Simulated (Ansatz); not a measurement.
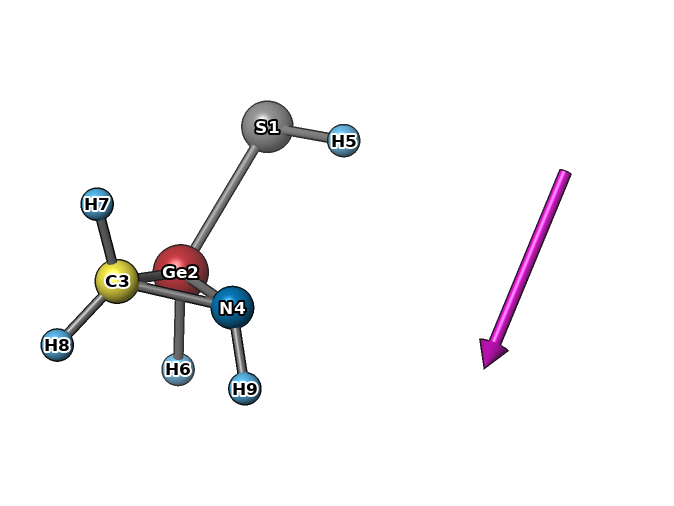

The arrow beside the molecule shows the direction of the dipole moment, from the negative to the positive end (its length means nothing). Computed geometry: PBE-D4/def2-SVP optimisation. No frequency run is at hand to confirm it as a minimum. Level of theory: RKS PBE-D4/def2-SVP (Ansatz 0.2.0).

Q: How large is the dipole moment?

A: 1.87 D; it points from the side of S1, H5 to the side of H8 (the outermost atoms at the two ends).
